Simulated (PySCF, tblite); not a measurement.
# C2H2O: tautomers, part 2 of 2

tblite 0.8.0 and PySCF 2.14.0. Atoms count from 0.

### 12 Tautomers: M06-2X/def2-TZVP

This step combines the energies above: geometries from PBE0-D3(BJ)/def2-SVP, zero-point and thermal terms from PBE0-D3(BJ)/def2-SVP.

Job settings and geometry (Å):

```
{"job": {"kind": "ta", "tautomers": ["C=C=O"], "geom": {"xc": "PBE0", "basis": "def2-SVP", "d3": "d3bj", "grid": 1}, "hess": 1, "level": {"xc": "M06-2X", "basis": "def2-TZVP", "grid": 3}}, "charge": 0, "multiplicity": 1}
C      1.078890     0.045718    -0.274678
C     -0.117868    -0.036165    -0.120801
O     -1.409852    -0.136826    -0.008328
H      2.139882     0.117258    -0.410497
H     -1.672853     0.015718     0.908971
```

Output (the driver's rows laid out field by field):

```text
tautomers, M06-2X/def2-TZVP // PBE0-D3(BJ)/def2-SVP

row 1
  formula                 C2H2O
  charge                  0
  multiplicity            1
  smiles                  C#CO
  kept                    yes
  pieces                  1
  point_group             Cs
  electronic              0.0
  enthalpy                0.0
  free_energy             0.0
  share_gas               1.876e-25

row 2
  formula                 C2H2O
  charge                  0
  multiplicity            1
  smiles                  C=C=O
  kept                    yes
  pieces                  1
  point_group             C2v
  electronic              -140.69
  enthalpy                -142.57
  free_energy             -141.14
  share_gas               1.0
```

Wall time 35 s (1 thread of Arm Neoverse V1, shared host).

Energies above the first form (kJ/mol, gas phase, 298 K for the thermal columns):

| no. | tautomer | electronic | enthalpy | free energy |
| --- | --- | --- | --- | --- |
| form 0 | C#CO | 0.0 | 0.0 | 0.0 |
| form 1 | C=C=O | -140.7 | -142.6 | -141.1 |

Shares at 298 K in the gas phase: 0: 0 %, 1: 100 %.

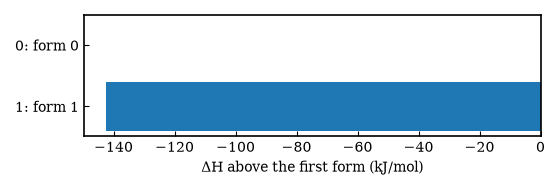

Energies above the first form, as enthalpies.

### 13 Single point (C2H2O): wavefunction

Geometry: PBE0-D3(BJ)/def2-SVP.

Job settings and geometry (Å):

```
{"job": {"kind": "sp", "xc": "CCSD(T)", "basis": "ma-def2-TZVP", "grid": 2}, "charge": 0, "multiplicity": 1}
C      1.078890     0.045718    -0.274678
C     -0.117868    -0.036165    -0.120801
O     -1.409852    -0.136826    -0.008328
H      2.139882     0.117258    -0.410497
H     -1.672853     0.015718     0.908971
```

Level: wavefunction single point, frozen core, gas phase.

What it wrote:

```text
final grid: 44368 points
cycle   1  E = -151.6855736849  dE =  5.738e-01  |g| = 4.263e-01  |ddm| = 2.039e+00
cycle   2  E = -151.7241600767  dE = -3.859e-02  |g| = 1.811e-01  |ddm| = 5.347e-01
cycle   3  E = -151.7305492506  dE = -6.389e-03  |g| = 5.902e-02  |ddm| = 2.064e-01
cycle   4  E = -151.7315164447  dE = -9.672e-04  |g| = 1.642e-02  |ddm| = 6.136e-02
cycle   5  E = -151.7315919601  dE = -7.552e-05  |g| = 5.561e-03  |ddm| = 1.972e-02
cycle   6  E = -151.7316026061  dE = -1.065e-05  |g| = 2.073e-03  |ddm| = 7.926e-03
cycle   7  E = -151.7316061896  dE = -3.583e-06  |g| = 8.088e-04  |ddm| = 4.766e-03
cycle   8  E = -151.7316072983  dE = -1.109e-06  |g| = 3.219e-04  |ddm| = 2.186e-03
cycle   9  E = -151.7316074850  dE = -1.867e-07  |g| = 9.156e-05  |ddm| = 1.059e-03
cycle  10  E = -151.7316074958  dE = -1.080e-08  |g| = 1.592e-05  |ddm| = 2.704e-04
cycle  11  E = -151.7316074960  dE = -1.859e-10  |g| = 4.013e-06  |ddm| = 4.750e-05
converged SCF energy = -151.7316074960
E(HF, exact integrals) = -151.7316635940
E(MP2) = -152.2674083736
E(CCSD) = -152.2770616028
E(CCSD(T)) = -152.3020119099
T1 diagnostic = 0.0134
```

Wall time 52 s (1 thread of Arm Neoverse V1, shared host); peak memory 1.1 GiB.

### 14 Single point (C₂H₂O, C=C=O): wavefunction

Geometry: PBE0-D3(BJ)/def2-SVP.

Job settings and geometry (Å):

```
{"job": {"kind": "sp", "xc": "CCSD(T)", "basis": "ma-def2-TZVP", "grid": 2}, "charge": 0, "multiplicity": 1}
C     -0.537157     0.020250    -0.063638
C      0.769858    -0.026821     0.071533
O      1.923644    -0.068762     0.190493
H     -1.034314     0.987032    -0.143088
H     -1.106833    -0.908597    -0.093393
```

Level: wavefunction single point, frozen core, gas phase.

What it wrote:

```text
final grid: 44368 points
cycle   1  E = -151.7056540819  dE =  5.778e-01  |g| = 6.027e-01  |ddm| = 1.724e+00
cycle   2  E = -151.7482332646  dE = -4.258e-02  |g| = 4.797e-01  |ddm| = 5.530e-01
cycle   3  E = -151.7884176066  dE = -4.018e-02  |g| = 6.138e-02  |ddm| = 2.625e-01
cycle   4  E = -151.7895978921  dE = -1.180e-03  |g| = 2.028e-02  |ddm| = 5.613e-02
cycle   5  E = -151.7897974404  dE = -1.995e-04  |g| = 7.682e-03  |ddm| = 2.608e-02
cycle   6  E = -151.7898383378  dE = -4.090e-05  |g| = 3.470e-03  |ddm| = 9.644e-03
cycle   7  E = -151.7898520236  dE = -1.369e-05  |g| = 1.247e-03  |ddm| = 7.363e-03
cycle   8  E = -151.7898534265  dE = -1.403e-06  |g| = 2.600e-04  |ddm| = 2.619e-03
cycle   9  E = -151.7898534727  dE = -4.619e-08  |g| = 5.688e-05  |ddm| = 4.964e-04
cycle  10  E = -151.7898534747  dE = -2.084e-09  |g| = 1.287e-05  |ddm| = 9.829e-05
converged SCF energy = -151.7898534747
E(HF, exact integrals) = -151.7899304677
E(MP2) = -152.3226424279
E(CCSD) = -152.3321859053
E(CCSD(T)) = -152.3580186752
T1 diagnostic = 0.0167
```

It took 63 s on 1 thread of Arm Neoverse V1, shared host; peak memory 1.2 GiB.

### 15 Tautomers: CCSD(T)/ma-def2-TZVP

This step combines the energies above: geometries from PBE0-D3(BJ)/def2-SVP, zero-point and thermal terms from PBE0-D3(BJ)/def2-SVP.

Job settings and geometry (Å):

```
{"job": {"kind": "ta", "tautomers": ["C=C=O"], "geom": {"xc": "PBE0", "basis": "def2-SVP", "d3": "d3bj", "grid": 1}, "hess": 1, "level": {"xc": "CCSD(T)", "basis": "ma-def2-TZVP"}}, "charge": 0, "multiplicity": 1}
C      1.078890     0.045718    -0.274678
C     -0.117868    -0.036165    -0.120801
O     -1.409852    -0.136826    -0.008328
H      2.139882     0.117258    -0.410497
H     -1.672853     0.015718     0.908971
```

Output (the driver's rows laid out field by field):

```text
tautomers, CCSD(T)/ma-def2-TZVP // PBE0-D3(BJ)/def2-SVP

row 1
  formula                 C2H2O
  charge                  0
  multiplicity            1
  smiles                  C#CO
  kept                    yes
  pieces                  1
  point_group             Cs
  electronic              0.0
  enthalpy                0.0
  free_energy             0.0
  share_gas               1.443e-26

row 2
  formula                 C2H2O
  charge                  0
  multiplicity            1
  smiles                  C=C=O
  kept                    yes
  pieces                  1
  point_group             C2v
  electronic              -147.05
  enthalpy                -148.92
  free_energy             -147.5
  share_gas               1.0
```

Run time: 1.9 min. Hardware: 1 thread of Arm Neoverse V1, shared host; peak memory 1.2 GiB.

Energies above the first form (kJ/mol, gas phase, 298 K for the thermal columns):

| no. | tautomer | electronic | enthalpy | free energy |
| --- | --- | --- | --- | --- |
| form 0 | C#CO | 0.0 | 0.0 | 0.0 |
| form 1 | C=C=O | -147.1 | -148.9 | -147.5 |

Shares at 298 K in the gas phase: 0: 0 %, 1: 100 %.

### 16 Single point (C₂H₂O): wavefunction

Geometry: PBE0-D3(BJ)/def2-SVP.

Job settings and geometry (Å):

```
{"job": {"kind": "sp", "xc": "MP2", "basis": "ma-def2-TZVP", "grid": 2}, "charge": 0, "multiplicity": 1}
C      1.078890     0.045718    -0.274678
C     -0.117868    -0.036165    -0.120801
O     -1.409852    -0.136826    -0.008328
H      2.139882     0.117258    -0.410497
H     -1.672853     0.015718     0.908971
```

With the program's defaults for keys left out, this is: wavefunction single point, frozen core, gas phase.

What it wrote:

```text
final grid: 44368 points
cycle   1  E = -151.6855736849  dE =  5.738e-01  |g| = 4.263e-01  |ddm| = 2.039e+00
cycle   2  E = -151.7241600767  dE = -3.859e-02  |g| = 1.811e-01  |ddm| = 5.347e-01
cycle   3  E = -151.7305492506  dE = -6.389e-03  |g| = 5.902e-02  |ddm| = 2.064e-01
cycle   4  E = -151.7315164447  dE = -9.672e-04  |g| = 1.642e-02  |ddm| = 6.136e-02
cycle   5  E = -151.7315919601  dE = -7.552e-05  |g| = 5.561e-03  |ddm| = 1.972e-02
cycle   6  E = -151.7316026061  dE = -1.065e-05  |g| = 2.073e-03  |ddm| = 7.926e-03
cycle   7  E = -151.7316061896  dE = -3.583e-06  |g| = 8.088e-04  |ddm| = 4.766e-03
cycle   8  E = -151.7316072983  dE = -1.109e-06  |g| = 3.219e-04  |ddm| = 2.186e-03
cycle   9  E = -151.7316074850  dE = -1.867e-07  |g| = 9.156e-05  |ddm| = 1.059e-03
cycle  10  E = -151.7316074958  dE = -1.080e-08  |g| = 1.592e-05  |ddm| = 2.704e-04
cycle  11  E = -151.7316074960  dE = -1.859e-10  |g| = 4.013e-06  |ddm| = 4.750e-05
converged SCF energy = -151.7316074960
E(HF, exact integrals) = -151.7316635940
E(MP2) = -152.2674085345
```

It took 2.5 s on 1 thread of Arm Neoverse V1, shared host.

### 17 Single point (C2H2O, C=C=O): wavefunction

Geometry: PBE0-D3(BJ)/def2-SVP.

Job settings and geometry (Å):

```
{"job": {"kind": "sp", "xc": "MP2", "basis": "ma-def2-TZVP", "grid": 2}, "charge": 0, "multiplicity": 1}
C     -0.537157     0.020250    -0.063638
C      0.769858    -0.026821     0.071533
O      1.923644    -0.068762     0.190493
H     -1.034314     0.987032    -0.143088
H     -1.106833    -0.908597    -0.093393
```

Method: wavefunction single point, frozen core, gas phase.

What it wrote:

```text
final grid: 44368 points
cycle   1  E = -151.7056540819  dE =  5.778e-01  |g| = 6.027e-01  |ddm| = 1.724e+00
cycle   2  E = -151.7482332646  dE = -4.258e-02  |g| = 4.797e-01  |ddm| = 5.530e-01
cycle   3  E = -151.7884176066  dE = -4.018e-02  |g| = 6.138e-02  |ddm| = 2.625e-01
cycle   4  E = -151.7895978921  dE = -1.180e-03  |g| = 2.028e-02  |ddm| = 5.613e-02
cycle   5  E = -151.7897974404  dE = -1.995e-04  |g| = 7.682e-03  |ddm| = 2.608e-02
cycle   6  E = -151.7898383378  dE = -4.090e-05  |g| = 3.470e-03  |ddm| = 9.644e-03
cycle   7  E = -151.7898520236  dE = -1.369e-05  |g| = 1.247e-03  |ddm| = 7.363e-03
cycle   8  E = -151.7898534265  dE = -1.403e-06  |g| = 2.600e-04  |ddm| = 2.619e-03
cycle   9  E = -151.7898534727  dE = -4.619e-08  |g| = 5.688e-05  |ddm| = 4.964e-04
cycle  10  E = -151.7898534747  dE = -2.084e-09  |g| = 1.287e-05  |ddm| = 9.829e-05
converged SCF energy = -151.7898534747
E(HF, exact integrals) = -151.7899304677
E(MP2) = -152.3226423134
```

It took 2.5 s on 1 thread of Arm Neoverse V1, shared host.

### 18 Tautomers: MP2/ma-def2-TZVP

This step combines the energies above: geometries from PBE0-D3(BJ)/def2-SVP, zero-point and thermal terms from PBE0-D3(BJ)/def2-SVP.

Job settings and geometry (Å):

```
{"job": {"kind": "ta", "tautomers": ["C=C=O"], "geom": {"xc": "PBE0", "basis": "def2-SVP", "d3": "d3bj", "grid": 1}, "hess": 1, "level": {"xc": "MP2", "basis": "ma-def2-TZVP"}}, "charge": 0, "multiplicity": 1}
C      1.078890     0.045718    -0.274678
C     -0.117868    -0.036165    -0.120801
O     -1.409852    -0.136826    -0.008328
H      2.139882     0.117258    -0.410497
H     -1.672853     0.015718     0.908971
```

Output (the driver's rows laid out field by field):

```text
tautomers, MP2/ma-def2-TZVP // PBE0-D3(BJ)/def2-SVP

row 1
  formula                 C2H2O
  charge                  0
  multiplicity            1
  smiles                  C#CO
  kept                    yes
  pieces                  1
  point_group             Cs
  electronic              0.0
  enthalpy                0.0
  free_energy             0.0
  share_gas               3.272e-26

row 2
  formula                 C2H2O
  charge                  0
  multiplicity            1
  smiles                  C=C=O
  kept                    yes
  pieces                  1
  point_group             C2v
  electronic              -145.02
  enthalpy                -146.89
  free_energy             -145.47
  share_gas               1.0
```

It took 5.1 s on 1 thread of Arm Neoverse V1, shared host.

Energies above the first form (kJ/mol, gas phase, 298 K for the thermal columns):

| no. | tautomer | electronic | enthalpy | free energy |
| --- | --- | --- | --- | --- |
| form 0 | C#CO | 0.0 | 0.0 | 0.0 |
| form 1 | C=C=O | -145.0 | -146.9 | -145.5 |

Shares at 298 K in the gas phase: 0: 0 %, 1: 100 %.

### 19 Single point (C₂H₂O): HF/ma-def2-TZVP

Geometry: PBE0-D3(BJ)/def2-SVP.

Job settings and geometry (Å):

```
{"job": {"kind": "sp", "xc": "HF", "basis": "ma-def2-TZVP", "grid": 2}, "charge": 0, "multiplicity": 1}
C      1.078890     0.045718    -0.274678
C     -0.117868    -0.036165    -0.120801
O     -1.409852    -0.136826    -0.008328
H      2.139882     0.117258    -0.410497
H     -1.672853     0.015718     0.908971
```

What it wrote:

```text
final grid: 44368 points
cycle   1  E = -151.6855736849  dE =  5.738e-01  |g| = 4.263e-01  |ddm| = 2.039e+00
cycle   2  E = -151.7241600767  dE = -3.859e-02  |g| = 1.811e-01  |ddm| = 5.347e-01
cycle   3  E = -151.7305492506  dE = -6.389e-03  |g| = 5.902e-02  |ddm| = 2.064e-01
cycle   4  E = -151.7315164447  dE = -9.672e-04  |g| = 1.642e-02  |ddm| = 6.136e-02
cycle   5  E = -151.7315919601  dE = -7.552e-05  |g| = 5.561e-03  |ddm| = 1.972e-02
cycle   6  E = -151.7316026061  dE = -1.065e-05  |g| = 2.073e-03  |ddm| = 7.926e-03
cycle   7  E = -151.7316061896  dE = -3.583e-06  |g| = 8.088e-04  |ddm| = 4.766e-03
cycle   8  E = -151.7316072983  dE = -1.109e-06  |g| = 3.219e-04  |ddm| = 2.186e-03
cycle   9  E = -151.7316074850  dE = -1.867e-07  |g| = 9.156e-05  |ddm| = 1.059e-03
cycle  10  E = -151.7316074958  dE = -1.080e-08  |g| = 1.592e-05  |ddm| = 2.704e-04
cycle  11  E = -151.7316074960  dE = -1.859e-10  |g| = 4.013e-06  |ddm| = 4.750e-05
converged SCF energy = -151.7316074960
```

Run time: 0.43 s. Hardware: 1 thread of Arm Neoverse V1, shared host.

### 20 Single point (C₂H₂O, C=C=O): HF/ma-def2-TZVP

Geometry: PBE0-D3(BJ)/def2-SVP.

Job settings and geometry (Å):

```
{"job": {"kind": "sp", "xc": "HF", "basis": "ma-def2-TZVP", "grid": 2}, "charge": 0, "multiplicity": 1}
C     -0.537157     0.020250    -0.063638
C      0.769858    -0.026821     0.071533
O      1.923644    -0.068762     0.190493
H     -1.034314     0.987032    -0.143088
H     -1.106833    -0.908597    -0.093393
```

What it wrote:

```text
final grid: 44368 points
cycle   1  E = -151.7056540819  dE =  5.778e-01  |g| = 6.027e-01  |ddm| = 1.724e+00
cycle   2  E = -151.7482332646  dE = -4.258e-02  |g| = 4.797e-01  |ddm| = 5.530e-01
cycle   3  E = -151.7884176066  dE = -4.018e-02  |g| = 6.138e-02  |ddm| = 2.625e-01
cycle   4  E = -151.7895978921  dE = -1.180e-03  |g| = 2.028e-02  |ddm| = 5.613e-02
cycle   5  E = -151.7897974404  dE = -1.995e-04  |g| = 7.682e-03  |ddm| = 2.608e-02
cycle   6  E = -151.7898383378  dE = -4.090e-05  |g| = 3.470e-03  |ddm| = 9.644e-03
cycle   7  E = -151.7898520236  dE = -1.369e-05  |g| = 1.247e-03  |ddm| = 7.363e-03
cycle   8  E = -151.7898534265  dE = -1.403e-06  |g| = 2.600e-04  |ddm| = 2.619e-03
cycle   9  E = -151.7898534727  dE = -4.619e-08  |g| = 5.688e-05  |ddm| = 4.964e-04
cycle  10  E = -151.7898534747  dE = -2.084e-09  |g| = 1.287e-05  |ddm| = 9.829e-05
converged SCF energy = -151.7898534747
```

Run time: 0.42 s. Hardware: 1 thread of Arm Neoverse V1, shared host.

### 21 Tautomers: HF/ma-def2-TZVP

This step combines the energies above: geometries from PBE0-D3(BJ)/def2-SVP, zero-point and thermal terms from PBE0-D3(BJ)/def2-SVP.

Job settings and geometry (Å):

```
{"job": {"kind": "ta", "tautomers": ["C=C=O"], "geom": {"xc": "PBE0", "basis": "def2-SVP", "d3": "d3bj", "grid": 1}, "hess": 1, "level": {"xc": "HF", "basis": "ma-def2-TZVP"}}, "charge": 0, "multiplicity": 1}
C      1.078890     0.045718    -0.274678
C     -0.117868    -0.036165    -0.120801
O     -1.409852    -0.136826    -0.008328
H      2.139882     0.117258    -0.410497
H     -1.672853     0.015718     0.908971
```

Output (the driver's rows laid out field by field):

```text
tautomers, HF/ma-def2-TZVP // PBE0-D3(BJ)/def2-SVP

row 1
  formula                 C2H2O
  charge                  0
  multiplicity            1
  smiles                  C#CO
  kept                    yes
  pieces                  1
  point_group             Cs
  electronic              0.0
  enthalpy                0.0
  free_energy             0.0
  share_gas               1.351e-27

row 2
  formula                 C2H2O
  charge                  0
  multiplicity            1
  smiles                  C=C=O
  kept                    yes
  pieces                  1
  point_group             C2v
  electronic              -152.92
  enthalpy                -154.8
  free_energy             -153.37
  share_gas               1.0
```

Wall time 0.92 s (1 thread of Arm Neoverse V1, shared host).

Energies above the first form (kJ/mol, gas phase, 298 K for the thermal columns):

| no. | tautomer | electronic | enthalpy | free energy |
| --- | --- | --- | --- | --- |
| form 0 | C#CO | 0.0 | 0.0 | 0.0 |
| form 1 | C=C=O | -152.9 | -154.8 | -153.4 |

Shares at 298 K in the gas phase: 0: 0 %, 1: 100 %.

### 22 Summary of results

This closing draws on all 2 parts.

```
                                              quantity                   value
             strongest single infrared mode (GFN2-xTB)   2352 cm⁻¹, 201 km/mol
                          zero-point energy (GFN2-xTB)           19.1 kcal/mol
                                           point group                      Cs
                  rotational constants (main isotopes)  668.05, 9.75, 9.61 GHz
    ΔH above the first form, form 0 (M06-2X/def2-TZVP)              0.0 kJ/mol
    ΔH above the first form, form 1 (M06-2X/def2-TZVP)           -142.6 kJ/mol
ΔH above the first form, form 0 (CCSD(T)/ma-def2-TZVP)              0.0 kJ/mol
ΔH above the first form, form 1 (CCSD(T)/ma-def2-TZVP)           -148.9 kJ/mol
    ΔH above the first form, form 0 (MP2/ma-def2-TZVP)              0.0 kJ/mol
    ΔH above the first form, form 1 (MP2/ma-def2-TZVP)           -146.9 kJ/mol
     ΔH above the first form, form 0 (HF/ma-def2-TZVP)              0.0 kJ/mol
     ΔH above the first form, form 1 (HF/ma-def2-TZVP)           -154.8 kJ/mol
```

All 9 modes are real, so the xTB geometry is a minimum. The strongest single mode, at 2352 cm⁻¹, moves mainly C1. Unscaled tight-binding wavenumbers are off by several per cent, some by more. Its intensities can rank the bands wrongly. The optimisation took 3 steps and gained 0.028 eV; among the close pairs (by a distance rule), C0–H3 changed most, from 1.045 to 1.072 Å (PBE0/def2-SVP). At M06-2X/def2-TZVP the ΔH above the first form runs from -142.6 kJ/mol (form 1) to 0.0 kJ/mol (form 0). At CCSD(T)/ma-def2-TZVP the ΔH above the first form runs from -148.9 kJ/mol (form 1) to 0.0 kJ/mol (form 0). At MP2/ma-def2-TZVP the ΔH above the first form runs from -146.9 kJ/mol (form 1) to 0.0 kJ/mol (form 0). At HF/ma-def2-TZVP the ΔH above the first form runs from -154.8 kJ/mol (form 1) to 0.0 kJ/mol (form 0).
